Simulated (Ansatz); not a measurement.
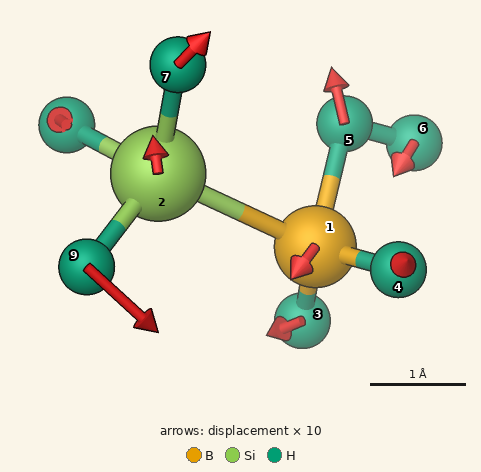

A constrained relaxation of BSiH₇. The starting structure is drawn; red arrows show the displacements, 10 times their true length. The two geometries are superimposed by the best rigid fit.

Style: ball-and-stick. Shown at a tilt.

The reaction that was planned forms B1–H6, Si2–H5 and breaks B1–Si2, H5–H6 (atoms numbered from 1 in input order).

These are results of RKS PBE0-D4/def2-SVP in Ansatz 0.2.0, not measurements.

Input file:
```yaml
crystal:
  periodic: [false, false, false]
  atoms:
    - {symbol: B, position_ang: [-0.791600, 0.034500, -0.441600]}
    - {symbol: Si, position_ang: [0.843700, -0.611300, 0.465300]}
    - {symbol: H, position_ang: [-1.808800, -0.120200, 0.131700]}
    - {symbol: H, position_ang: [-0.850700, -0.115300, -1.608500]}
    - {symbol: H, position_ang: [-0.361800, 1.413100, -0.213300]}
    - {symbol: H, position_ang: [-1.038300, 1.842900, -0.550800]}
    - {symbol: H, position_ang: [2.111500, -0.180700, -0.154800]}
    - {symbol: H, position_ang: [0.981300, -0.184700, 1.871000]}
    - {symbol: H, position_ang: [0.914900, -2.078300, 0.501000]}
basis:
  gaussian: {orbitals: def2-SVP}
hamiltonian: {xc: pbe0, dispersion: d4}
relax: {f_tol: 0.04, max_steps: 150, escape_saddle: false, constraints: [{distance: [0, 5]}, {distance: [1, 4]}, {distance: [0, 1]}, {distance: [4, 5]}]}
```

Run as
```bash
ansatz run in.yaml --threads 2 --pin off --events-out ev --progress --plain --max-ram 4352MiB
```

Question: Atoms of which element are displaced furthest, and by how much?

Answer: Hydrogen: up to 0.11 Å, against 0.05 Å for boron.

Question: What happened in the run?

Answer: After 3 accepted moves (4 points after the start) the energy has fallen by 11.6 kJ/mol. Largest force component: 0.83 eV/Å at the start, 0.013 eV/Å at the end. The line search rejected the trial step at point 3 of the run. H9 moves most after the best rigid fit: 0.11 Å. By element the largest moves are H 0.11 Å, B 0.05 Å, Si 0.04 Å. Some distances before and after: B1–H5 1.462 → 1.567 Å, B1–H3 1.178 → 1.210 Å, Si2–H9 1.469 → 1.500 Å, Si2–H7 1.476 → 1.498 Å. Among the angles between lasting bonds that change: B1–Si2–H9 112.2° → 104.4°, H3–B1–H4 115.0° → 118.7°, H7–Si2–H8 103.6° → 107.3°. Cost: 3.7 s on 2 threads of Intel Xeon 6975P-C, on a shared host.
